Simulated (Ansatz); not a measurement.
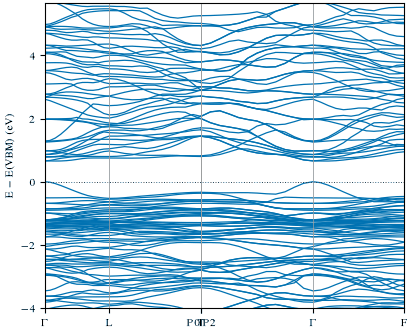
Band structure from r²SCAN (plane waves, PAW; program Ansatz)

The gap is 0.65 eV; an edge lies off the plotted path or next to a special point (maximum at Γ, minimum off the standard path).

**Question.** Pick the material that matches.
A) RbNdSe2, R-3m (Se on 6c, Nd on 3b, Rb on 3a)
B) MgMnO3, R-3 (Mg on 6c, Mn on 6c, O on 18f)
C) RbGdSe2, R-3m (Se on 6c, Gd on 3b, Rb on 3a)
D) Co2Sn3Se3, R-3 (Pearson symbol hR32)

**Answer.** D, Co2Sn3Se3, R-3 (Pearson symbol hR32)

The workflow started from a Materials Project entry (that database holds measured and hypothetical structures alike); the Crystallography Open Database copy checked does not list it. Its standing as an ambient phase is unchecked. The cell was relaxed with r²SCAN under the symmetry of its start; its stability against distortions is not shown here. The run is not spin-polarised. Spin–orbit coupling is left out wherever it is not named.

Potentials: the later of the program's two PAW sets.
